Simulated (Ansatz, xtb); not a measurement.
## How methods differ on C5H8 (1,4-pentadiene)

C5H8 has 13 atoms, charge 0, and is taken as a singlet. SMILES: `C=CCC=C`. The coordinates come from a PBE0-D4/def2-TZVP relaxation. This is one conformer, not always the lowest.

Each level gives the atomisation enthalpy at 298 K (kJ/mol). The values are calculated. The thermal term (zero-point and 298 K enthalpy, harmonic and unscaled) is that of GFN1-xTB; the spin-orbit lowering of the free atoms at 298 K, 0.1 kJ/mol by their spectra, is taken off.

**The experiment to reproduce.** CRC Handbook of Chemistry and Physics gives the atomisation enthalpy at 298 K of the gas as 5223 kJ/mol.

```
                               level                    kind  program  value (kJ/mol)  computed − measured  CPU time (all runs)
     HF/6-31G* (spherical functions)            Hartree–Fock   Ansatz            3862                -1361                2.9 s
  SVWN5/6-31G* (spherical functions)                     LDA   Ansatz            5979                 +756                4.6 s
 revPBE/6-31G* (spherical functions)                     GGA   Ansatz            5168                  -55                  7 s
 r2SCAN/6-31G* (spherical functions)                meta-GGA   Ansatz            5214                   -9                 14 s
r2SCAN0/6-31G* (spherical functions)         hybrid meta-GGA   Ansatz            5153                  -70                 15 s
wB97M-V/6-31G* (spherical functions)  range-separated hybrid   Ansatz            5278                  +55                 87 s
 B2PLYP/6-31G* (spherical functions)           double hybrid   Ansatz            5082                 -141                 11 s
RPA@PBE/6-31G* (spherical functions)                     RPA   Ansatz            4651                 -572                 13 s
```

Nearest: r2SCAN/6-31G* (spherical functions) (-9 kJ/mol); farthest: HF/6-31G* (spherical functions) (-1361 kJ/mol). Computed less measured by kind, in kJ/mol (of the ab initio rows, those in 6-31G*): Hartree–Fock -1361; LDA +756; GGA -55; meta-GGA -9; global hybrid -70; range-separated hybrid +55; double hybrid -141; RPA -572. CPU times are rough (shared hosts, several kinds of processor and program).

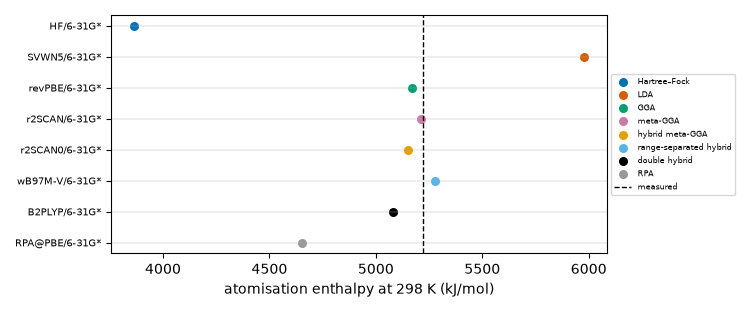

The values of the table, level by level.
